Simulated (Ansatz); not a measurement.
# Nudged elastic band of CH6FInOSi (part 1 of 2)

CH6FInOSi, computed with RKS revPBE/def2-SVP (Ansatz 0.2.0).

The run did not end well. One setting was made poor on purpose. It belongs to a series of runs on one base structure; here: band between the two ends.

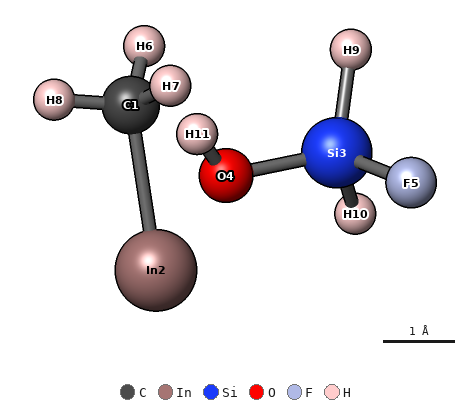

**Figure 1.** The input geometry (ball-and-stick view, seen at a tilt; atoms are numbered from 1 in the order of the input). Sticks mark near contacts.

The input
```yaml
crystal:
  periodic: [false, false, false]
  atoms:
    - { symbol: C, position_ang: [-1.699857, 0.493309, -1.083798] }
    - { symbol: In, position_ang: [-2.046171, -1.32043, 0.425348] }
    - { symbol: Si, position_ang: [1.855995, -0.28077, 1.026527] }
    - { symbol: O, position_ang: [0.666141, -0.922487, 0.0318] }
    - { symbol: F, position_ang: [1.16166, 0.373501, 2.36902] }
    - { symbol: H, position_ang: [-0.749929, 0.880496, -1.537241] }
    - { symbol: H, position_ang: [-2.168547, 1.373213, -0.577368] }
    - { symbol: H, position_ang: [-2.353126, 0.240493, -1.955571] }
    - { symbol: H, position_ang: [2.606215, 0.820087, 0.339471] }
    - { symbol: H, position_ang: [2.718944, -1.42191, 1.453873] }
    - { symbol: H, position_ang: [0.074276, -0.292502, -0.471462] }
basis:
  gaussian: { orbitals: def2-SVP }
hamiltonian:
  xc: revpbe
neb:
  order_check: false
  images: 5
  f_tol: 0.2
  max_iterations: 60
  final_atoms:
    - { symbol: C, position_ang: [-1.85880656, 1.09708569, -1.33986497] }
    - { symbol: In, position_ang: [0.71072488, -2.5832185, 0.79631089] }
    - { symbol: Si, position_ang: [2.53432617, -0.2316078, 0.93791001] }
    - { symbol: O, position_ang: [1.22484264, -0.61451658, 2.14314077] }
    - { symbol: F, position_ang: [1.40165633, -0.42939186, -0.41658277] }
    - { symbol: H, position_ang: [-1.83025241, 2.12893867, -1.73916021] }
    - { symbol: H, position_ang: [-2.51416065, 1.06852082, -0.44757663] }
    - { symbol: H, position_ang: [-2.26572168, 0.41774457, -2.11350752] }
    - { symbol: H, position_ang: [2.84457467, -1.83473522, 0.91668328] }
    - { symbol: H, position_ang: [0.6539763, 0.14822583, 2.35152453] }
    - { symbol: H, position_ang: [-0.83555868, 0.77595438, -1.06827838] }
  initial_path:
    images:
      - { positions_ang: [[-1.699857, 0.493309, -1.083798], [-2.046171, -1.32043, 0.425348], [1.855995, -0.28077, 1.026527], [0.666141, -0.922487, 0.0318], [1.16166, 0.373501, 2.36902], [-0.749929, 0.880496, -1.537241], [-2.168547, 1.373213, -0.577368], [-2.353126, 0.240493, -1.955571], [2.606215, 0.820087, 0.339471], [2.718944, -1.42191, 1.453873], [0.074276, -0.292502, -0.471462]] }
      - { positions_ang: [[-1.53993219, 0.57704125, -1.01940976], [-1.08226627, -0.78632567, -0.07205147], [1.66857549, -0.25277747, 0.94067084], [0.68052496, -1.18535099, 0.38477619], [1.02524089, 0.54462669, 2.22675551], [-1.09807655, 0.93883071, -1.00193683], [-1.98101539, 0.83423875, -0.77792446], [-2.07589135, 0.66706536, -1.85704569], [2.08218866, 0.72098498, -0.13171537], [2.44568362, -1.37031724, 1.33136849], [-0.05943087, -0.74501637, -0.00288845]] }
      - { positions_ang: [[-1.38000737, 0.66077351, -0.95502152], [-0.11836154, -0.25222133, -0.56945095], [1.48115598, -0.22478493, 0.85481468], [0.69490892, -1.44821497, 0.73775237], [0.88882177, 0.71575237, 2.08449103], [-1.44622409, 0.99716541, -0.46663266], [-1.79348378, 0.2952645, -0.97848093], [-1.79865671, 1.09363771, -1.75852038], [1.55816232, 0.62188295, -0.60290174], [2.17242325, -1.31872447, 1.20886399], [-0.19313774, -1.19753074, 0.4656851]] }
      - { positions_ang: [[-1.22008256, 0.74450576, -0.89063328], [0.84554318, 0.281883, -1.06685042], [1.29373647, -0.1967924, 0.76895852], [0.70929288, -1.71107896, 1.09072856], [0.75240266, 0.88687806, 1.94222654], [-1.79437164, 1.05550012, 0.06867151], [-1.60595216, -0.24370975, -1.17903739], [-1.52142206, 1.52021007, -1.65999507], [1.03413598, 0.52278093, -1.07408811], [1.89916287, -1.26713171, 1.08635948], [-0.32684461, -1.65004511, 0.93425865]] }
      - { positions_ang: [[-1.43299056, 0.86203241, -1.04037718], [0.80060375, -0.67315084, -0.44579665], [1.70726637, -0.20839753, 0.82527569], [0.8811428, -1.34555817, 1.44153263], [0.96882055, 0.44812142, 1.15595677], [-1.8063319, 1.41331297, -0.53393906], [-1.90868833, 0.19370044, -0.93521713], [-1.76952193, 1.15272157, -1.81116589], [1.63761554, -0.26305779, -0.41049765], [1.48410068, -0.79534586, 1.50808116], [-0.49641597, -0.84137861, 0.26674631]] }
      - { positions_ang: [[-1.64589856, 0.97955905, -1.19012107], [0.75566431, -1.62818467, 0.17525712], [2.12079627, -0.22000267, 0.88159285], [1.05299272, -0.98003738, 1.7923367], [1.18523844, 0.00936478, 0.369687], [-1.81829216, 1.77112582, -1.13654963], [-2.21142449, 0.63111063, -0.69139688], [-2.01762181, 0.78523307, -1.9623367], [2.24109511, -1.0488965, 0.25309282], [1.06903849, -0.32356002, 1.92980285], [-0.66598732, -0.03271212, -0.40076604]] }
      - { positions_ang: [[-1.85880656, 1.09708569, -1.33986497], [0.71072488, -2.5832185, 0.79631089], [2.53432617, -0.2316078, 0.93791001], [1.22484264, -0.61451658, 2.14314077], [1.40165633, -0.42939186, -0.41658277], [-1.83025241, 2.12893867, -1.73916021], [-2.51416065, 1.06852082, -0.44757663], [-2.26572168, 0.41774457, -2.11350752], [2.84457467, -1.83473522, 0.91668328], [0.6539763, 0.14822583, 2.35152453], [-0.83555868, 0.77595438, -1.06827838]] }
```

Hardware: 2 threads of Arm Neoverse V1, 24 GiB of memory available, shared host.

Command:
```bash
ansatz run input.yaml --threads 2 --pin off --max-ram 3072MiB --backend cpu --events-out ev --progress --plain --runs-dir out
```

What the program printed
```
Engine: ansatz 0.2.0, aarch64-unknown-linux-gnu
Functional definition: revPBE
  parameter kappa = 1.245
  parameter beta = 0.06672455060314922
  exchange = pbe_x(kappa = kappa, mu = beta*pi^2/3)
  correlation = pbe_c(beta = beta)
1309 factors; their error is unknown
mean field evaluation 1: about -18929.8821 eV, gradient 7.8e1 eV
mean field evaluation 2: about -18860.0797 eV, gradient 1.6e2 eV
mean field evaluation 4: about -18942.3145 eV, gradient 2.3e1 eV
mean field evaluation 8: about -18943.3681 eV, gradient 1.1e-1 eV
mean field evaluation 16: about -18943.3087 eV, gradient 6.6e-4 eV
mean field -18943.30866972 eV, -696.1537533766 hartree, gradient 5.7e-5 eV, S^2 0.000000; 0 other end points of the search recorded, 0 dependent functions left out
the calculation of the forces begins
reference -18943.30872364 eV, -696.1537553578 hartree; 32, 32 occupied and 84, 84 virtual orbitals, 1309 factors
1309 factors; their error is unknown
mean field evaluation 32: about -18943.5895 eV, gradient 1.0e-2 eV
mean field -18943.58948259 eV, -696.1640730589 hartree, gradient 5.5e-5 eV, S^2 0.000000; 0 other end points of the search recorded, 0 dependent functions left out
[... from here on the field's lines of each further geometry are left out, up to the last ...]
NEB iter   1: max|band force component| = 2.436e3 eV/Å  barrier→ = 438.1550 eV  barrier← = 438.4358 eV  Δτ_max = 0.1999 Å  (379 SCF iters)
NEB iter   2: max|band force component| = 5.442e2 eV/Å  barrier→ = 131.4451 eV  barrier← = 131.7259 eV  Δτ_max = 0.1998 Å  (203 SCF iters)
NEB iter   3: max|band force component| = 3.498e2 eV/Å  barrier→ = 94.1757 eV  barrier← = 94.4565 eV  Δτ_max = 0.2000 Å  (188 SCF iters)
NEB iter   4: max|band force component| = 1.757e2 eV/Å  barrier→ = 51.4508 eV  barrier← = 51.7316 eV  Δτ_max = 0.2000 Å  (190 SCF iters)
NEB iter   5: max|band force component| = 1.161e2 eV/Å  barrier→ = 31.2255 eV  barrier← = 31.5063 eV  Δτ_max = 0.2000 Å  (178 SCF iters)
NEB iter   6: max|band force component| = 6.681e1 eV/Å  barrier→ = 18.3732 eV  barrier← = 18.6540 eV  Δτ_max = 0.2000 Å  (173 SCF iters)
NEB iter   7: max|band force component| = 3.969e1 eV/Å  barrier→ = 15.8829 eV  barrier← = 16.1637 eV  Δτ_max = 0.2000 Å  (165 SCF iters)
NEB iter   8: max|band force component| = 3.399e1 eV/Å  barrier→ = 10.4305 eV  barrier← = 10.7113 eV  Δτ_max = 0.2000 Å  (171 SCF iters)
NEB iter   9: max|band force component| = 1.852e1 eV/Å  barrier→ = 6.2467 eV  barrier← = 6.5275 eV  Δτ_max = 0.2000 Å  (174 SCF iters)
NEB iter  10: max|band force component| = 8.198e0 eV/Å  barrier→ = 3.4165 eV  barrier← = 3.6973 eV  Δτ_max = 0.2000 Å  (168 SCF iters)
NEB iter  11: max|band force component| = 3.506e0 eV/Å  barrier→ = 2.5120 eV  barrier← = 2.7928 eV  Δτ_max = 0.1982 Å  (166 SCF iters)
NEB iter  12: max|band force component| = 1.701e0 eV/Å  barrier→ = 2.3199 eV  barrier← = 2.6007 eV  Δτ_max = 0.1916 Å  (157 SCF iters)
NEB iter  13: max|band force component| = 9.609e-1 eV/Å  barrier→ = 2.2008 eV  barrier← = 2.4816 eV  Δτ_max = 0.2000 Å  (154 SCF iters)
NEB iter  14: max|band force component| = 1.270e0 eV/Å  barrier→ = 2.3117 eV  barrier← = 2.5925 eV  Δτ_max = 0.1017 Å  (153 SCF iters)
NEB iter  15: max|band force component| = 8.310e-1 eV/Å  barrier→ = 2.4230 eV  barrier← = 2.7038 eV  Δτ_max = 0.2000 Å  (146 SCF iters)
NEB iter  16: max|band force component| = 1.827e0 eV/Å  barrier→ = 2.7672 eV  barrier← = 3.0481 eV  Δτ_max = 0.1015 Å  (156 SCF iters)
NEB iter  17: max|band force component| = 1.382e0 eV/Å  barrier→ = 3.1156 eV  barrier← = 3.3964 eV  Δτ_max = 0.1980 Å  (147 SCF iters)
NEB iter  18: max|band force component| = 1.760e0 eV/Å  barrier→ = 4.0593 eV  barrier← = 4.3401 eV  Δτ_max = 0.1964 Å  (158 SCF iters)
NEB iter  19: max|band force component| = 2.277e0 eV/Å  barrier→ = 5.3174 eV  barrier← = 5.5982 eV  Δτ_max = 0.2000 Å  (153 SCF iters)
NEB iter  20: max|band force component| = 2.623e0 eV/Å  barrier→ = 6.7043 eV  barrier← = 6.9851 eV  Δτ_max = 0.1850 Å  (168 SCF iters)
NEB iter  21: max|band force component| = 3.837e0 eV/Å  barrier→ = 7.3314 eV  barrier← = 7.6122 eV  Δτ_max = 0.1910 Å  (165 SCF iters)
NEB iter  22: max|band force component| = 4.531e0 eV/Å  barrier→ = 6.6421 eV  barrier← = 6.9229 eV  Δτ_max = 0.1955 Å  (163 SCF iters)
NEB iter  23: max|band force component| = 4.685e0 eV/Å  barrier→ = 5.6619 eV  barrier← = 5.9427 eV  Δτ_max = 0.1991 Å  (159 SCF iters)
NEB iter  24: max|band force component| = 5.673e0 eV/Å  barrier→ = 4.4810 eV  barrier← = 4.7618 eV  Δτ_max = 0.2000 Å  (164 SCF iters)
NEB iter  25: max|band force component| = 3.560e0 eV/Å  barrier→ = 3.3813 eV  barrier← = 3.6621 eV  Δτ_max = 0.1801 Å  (154 SCF iters)
NEB iter  26: max|band force component| = 3.539e0 eV/Å  barrier→ = 3.1378 eV  barrier← = 3.4186 eV  Δτ_max = 0.1820 Å  (149 SCF iters)
NEB iter  27: max|band force component| = 3.673e0 eV/Å  barrier→ = 3.2729 eV  barrier← = 3.5537 eV  Δτ_max = 0.1967 Å  (155 SCF iters)
NEB iter  28: max|band force component| = 3.858e0 eV/Å  barrier→ = 3.4019 eV  barrier← = 3.6827 eV  Δτ_max = 0.2000 Å  (165 SCF iters)
NEB iter  29: max|band force component| = 3.958e0 eV/Å  barrier→ = 3.4215 eV  barrier← = 3.7024 eV  Δτ_max = 0.2000 Å  (154 SCF iters)
NEB iter  30: max|band force component| = 4.061e0 eV/Å  barrier→ = 3.4228 eV  barrier← = 3.7036 eV  Δτ_max = 0.2000 Å  (162 SCF iters)
NEB iter  31: max|band force component| = 4.149e0 eV/Å  barrier→ = 3.5440 eV  barrier← = 3.8248 eV  Δτ_max = 0.2000 Å  (157 SCF iters)
NEB iter  32: max|band force component| = 4.244e0 eV/Å  barrier→ = 3.7583 eV  barrier← = 4.0391 eV  Δτ_max = 0.2000 Å  (147 SCF iters)
NEB iter  33: max|band force component| = 4.369e0 eV/Å  barrier→ = 3.9251 eV  barrier← = 4.2059 eV  Δτ_max = 0.2000 Å  (156 SCF iters)
NEB iter  34: max|band force component| = 4.649e0 eV/Å  barrier→ = 4.0289 eV  barrier← = 4.3097 eV  Δτ_max = 0.1982 Å  (146 SCF iters)
NEB iter  35: max|band force component| = 5.040e0 eV/Å  barrier→ = 3.9679 eV  barrier← = 4.2488 eV  Δτ_max = 0.2000 Å  (149 SCF iters)
NEB iter  36: max|band force component| = 5.015e0 eV/Å  barrier→ = 3.5499 eV  barrier← = 3.8307 eV  Δτ_max = 0.2000 Å  (154 SCF iters)
NEB iter  37: max|band force component| = 4.252e0 eV/Å  barrier→ = 3.2731 eV  barrier← = 3.5539 eV  Δτ_max = 0.2000 Å  (162 SCF iters)
NEB iter  38: max|band force component| = 3.870e0 eV/Å  barrier→ = 3.2404 eV  barrier← = 3.5212 eV  Δτ_max = 0.2000 Å  (176 SCF iters)
NEB iter  39: max|band force component| = 3.458e0 eV/Å  barrier→ = 3.2746 eV  barrier← = 3.5554 eV  Δτ_max = 0.2000 Å  (165 SCF iters)
NEB iter  40: max|band force component| = 2.974e0 eV/Å  barrier→ = 3.2983 eV  barrier← = 3.5791 eV  Δτ_max = 0.2000 Å  (163 SCF iters)
NEB iter  41: max|band force component| = 2.980e0 eV/Å  barrier→ = 3.3687 eV  barrier← = 3.6495 eV  Δτ_max = 0.2000 Å  (160 SCF iters)
NEB iter  42: max|band force component| = 2.468e0 eV/Å  barrier→ = 3.5138 eV  barrier← = 3.7947 eV  Δτ_max = 0.2000 Å  (154 SCF iters)
NEB iter  43: max|band force component| = 1.701e0 eV/Å  barrier→ = 3.7805 eV  barrier← = 4.0613 eV  Δτ_max = 0.1997 Å  (149 SCF iters)
NEB iter  44: max|band force component| = 1.406e0 eV/Å  barrier→ = 4.1109 eV  barrier← = 4.3917 eV  Δτ_max = 0.1987 Å  (153 SCF iters)
NEB iter  45: max|band force component| = 2.133e0 eV/Å  barrier→ = 4.6979 eV  barrier← = 4.9788 eV  Δτ_max = 0.2000 Å  (151 SCF iters)
NEB iter  46: max|band force component| = 2.392e0 eV/Å  barrier→ = 5.2639 eV  barrier← = 5.5448 eV  Δτ_max = 0.2000 Å  (165 SCF iters)
NEB iter  47: max|band force component| = 2.692e0 eV/Å  barrier→ = 5.8245 eV  barrier← = 6.1053 eV  Δτ_max = 0.2000 Å  (167 SCF iters)
NEB iter  48: max|band force component| = 3.653e0 eV/Å  barrier→ = 6.3818 eV  barrier← = 6.6626 eV  Δτ_max = 0.2000 Å  (157 SCF iters)
NEB iter  49: max|band force component| = 3.427e0 eV/Å  barrier→ = 6.8330 eV  barrier← = 7.1138 eV  Δτ_max = 0.2000 Å  (167 SCF iters)
NEB iter  50: max|band force component| = 2.370e0 eV/Å  barrier→ = 7.2050 eV  barrier← = 7.4858 eV  Δτ_max = 0.2000 Å  (160 SCF iters)
NEB iter  51: max|band force component| = 2.425e0 eV/Å  barrier→ = 7.3031 eV  barrier← = 7.5839 eV  Δτ_max = 0.2000 Å  (171 SCF iters)
NEB iter  52: max|band force component| = 2.710e0 eV/Å  barrier→ = 7.3643 eV  barrier← = 7.6451 eV  Δτ_max = 0.1982 Å  (161 SCF iters)
NEB iter  53: max|band force component| = 3.131e0 eV/Å  barrier→ = 7.3259 eV  barrier← = 7.6067 eV  Δτ_max = 0.2000 Å  (162 SCF iters)
NEB iter  54: max|band force component| = 3.017e0 eV/Å  barrier→ = 6.9581 eV  barrier← = 7.2389 eV  Δτ_max = 0.2000 Å  (155 SCF iters)
NEB iter  55: max|band force component| = 2.555e0 eV/Å  barrier→ = 6.5420 eV  barrier← = 6.8228 eV  Δτ_max = 0.2000 Å  (160 SCF iters)
NEB iter  56: max|band force component| = 1.668e0 eV/Å  barrier→ = 5.9526 eV  barrier← = 6.2334 eV  Δτ_max = 0.2000 Å  (165 SCF iters)
NEB iter  57: max|band force component| = 2.058e0 eV/Å  barrier→ = 5.3785 eV  barrier← = 5.6593 eV  Δτ_max = 0.1002 Å  (156 SCF iters)
NEB iter  58: max|band force component| = 2.048e0 eV/Å  barrier→ = 5.0259 eV  barrier← = 5.3067 eV  Δτ_max = 0.1977 Å  (156 SCF iters)
NEB iter  59: max|band force component| = 4.432e0 eV/Å  barrier→ = 3.8413 eV  barrier← = 4.1221 eV  Δτ_max = 0.2000 Å  (152 SCF iters)
the calculation of the forces begins
reference -18939.97118051 eV, -696.0311029103 hartree; 32, 32 occupied and 84, 84 virtual orbitals, 1309 factors
these checks for a lower state are left out or cut short: starts, cluster_reference, orbital_swaps, neighbouring_geometries, increment
1309 factors; their error is unknown
mean field -18943.44654632 eV, -696.1588202478 hartree, gradient 1.6e-5 eV, S^2 0.000000; 0 other end points of the search recorded, 0 dependent functions left out
the calculation of the forces begins
reference -18943.44661137 eV, -696.1588226385 hartree; 32, 32 occupied and 84, 84 virtual orbitals, 1309 factors
NEB iter  60: max|band force component| = 4.244e0 eV/Å  barrier→ = 3.3376 eV  barrier← = 3.6184 eV  Δτ_max = 0.1009 Å  (154 SCF iters)
```
